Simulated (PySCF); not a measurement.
# C₃H₁₀FNSi₂: what the fields show

```xyz
17

C    -0.1877   -0.8660    1.5523
C    -0.0799   -0.5213    0.2736
C     1.1624   -0.8350   -0.5003
Si    2.4386    0.5750   -0.3816
Si   -1.4462    0.3794   -0.6569
N    -2.8314    0.5363    0.3417
F    -1.9652   -0.5537   -1.8713
H     0.5970   -1.4014    2.0671
H    -1.0661   -0.6422    2.1321
H     1.6211   -1.7479   -0.1142
H     0.9145   -1.0135   -1.5470
H     1.8802    1.8168   -0.9202
H     2.7975    0.7777    1.0241
H     3.6306    0.1975   -1.1456
H    -0.9722    1.5713   -1.3596
H    -3.7251    0.6767   -0.1002
H    -2.7751    1.0623    1.1960
```

Geometry: GFN2-xTB.

Computed with PBE0/pcSseg-1, SCF density, gas phase, non-relativistic in PySCF.

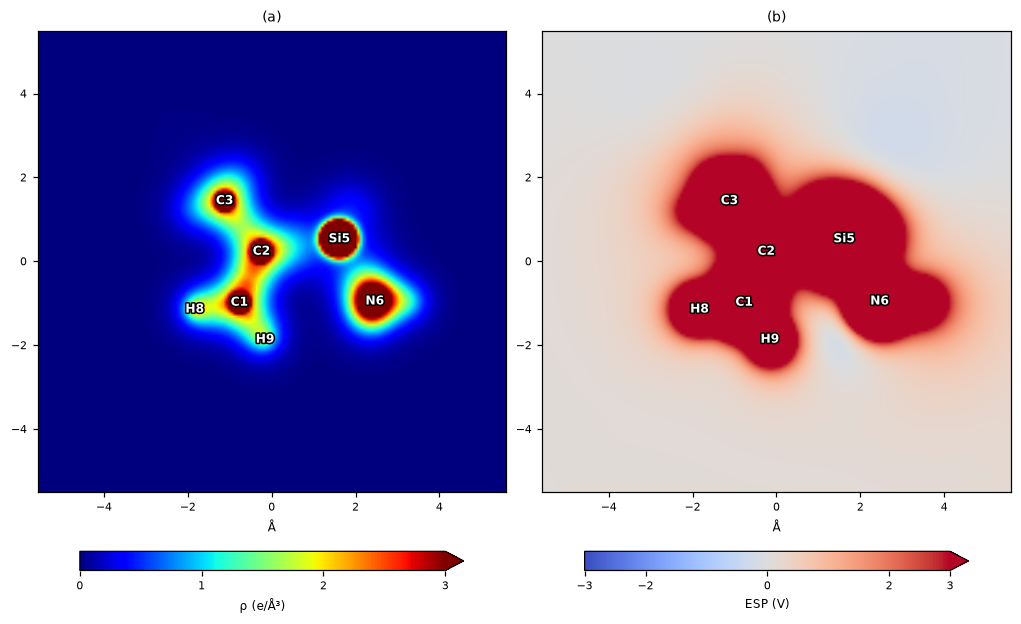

Figure 1. (a) total electron density; (b) electrostatic potential on the plane of atoms C2, Si5 and N6.

Question: Describe what can be read from this map.

Answer:
- Atoms in the plane: C, Si, N and H.
- C–C (1.33 Å): ρ at the midpoint is about 2.3 e/Å³.
- Si–N (1.71 Å): ρ is about 1.1 e/Å³ halfway.
- C–Si (1.88 Å): ρ is about 0.97 e/Å³ halfway.
- C–C (1.50 Å): ρ is about 1.7 e/Å³ halfway.
- C–H (1.08 Å): ρ at the midpoint is about 2 e/Å³.
- The potential has no marked negative region in this plane.

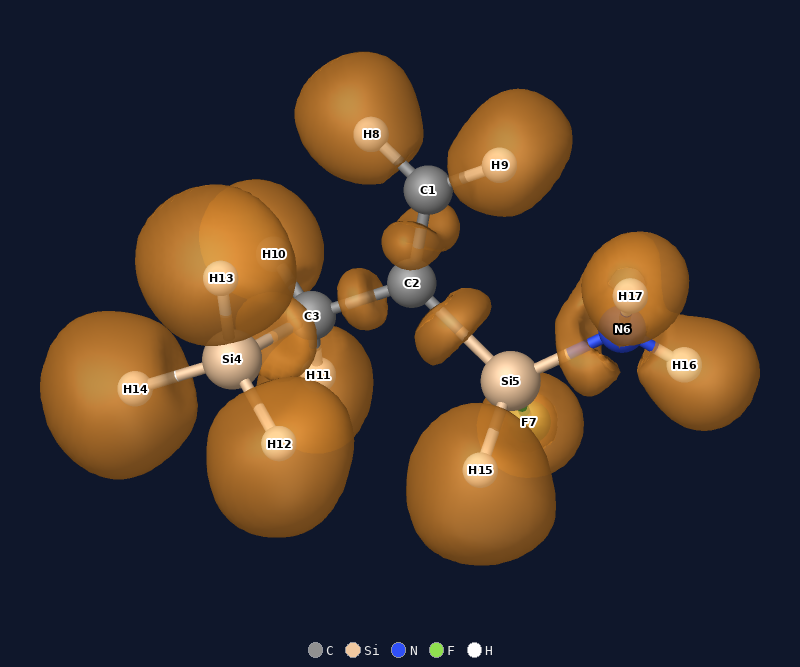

Figure 2. Isosurface of the electron localisation function at 0.8 (orange), seen across its widest extent. Only the valence region is drawn (cores and ρ < 0.01 e/Å³ removed).

Question: Where are the electrons localised?

Answer: At this value the surface marks out two regions between bonded C–C atoms (shared pairs), two regions between bonded C–Si atoms (shared pairs), eight regions around hydrogen nuclei, one region wrapped around F (its lone pairs, merged into a ring or cap) and one joined region spread over several atoms (H, N), in which their bonds and any lone pairs are merged. Profiles from the grid: C–C (1.33 Å): the ELF peaks at about 0.90 between the atoms: a multiple bond. Si–F (1.62 Å): the ELF peaks at about 0.85 in the valence shell of F, 0.6 Å from its nucleus, and is about 0.55 at the midpoint.

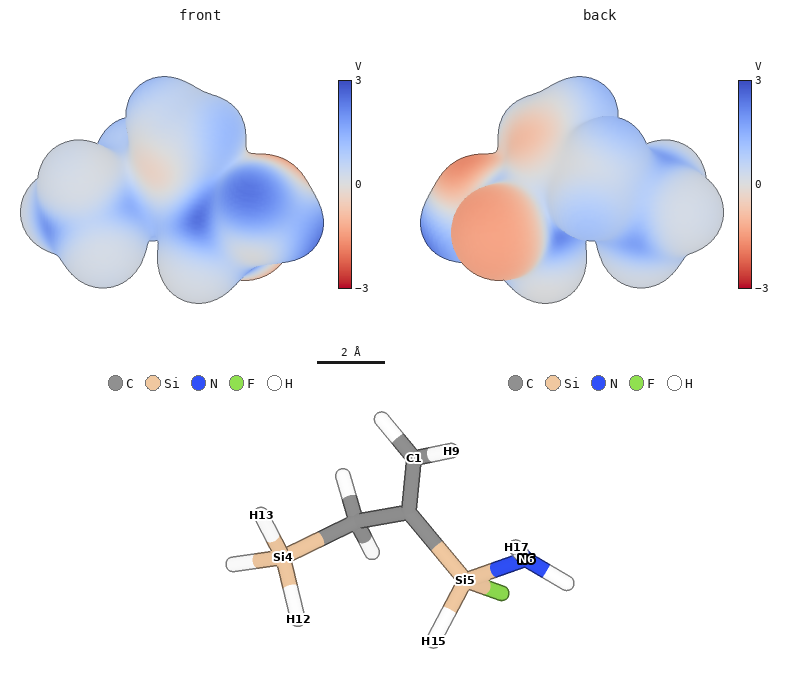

Figure 3. The molecular electrostatic potential painted on the density surface at 0.004 e/bohr³, seen from the front and from behind; red is negative and blue positive. The bare structure is drawn below in the same view.

Question: Which sites attract a positive test charge, and which a negative one?

Answer: A positive charge is drawn to the negative regions and a negative charge to the positive ones. The most negative region (about −1.5 V) lies over N6, the most positive (about +2.4 V) over Si5 and H17. N6 is the likeliest acceptor of a hydrogen bond.

Question: What dipole moment does the calculation give?

Answer: Its dipole moment is 2.05 D.
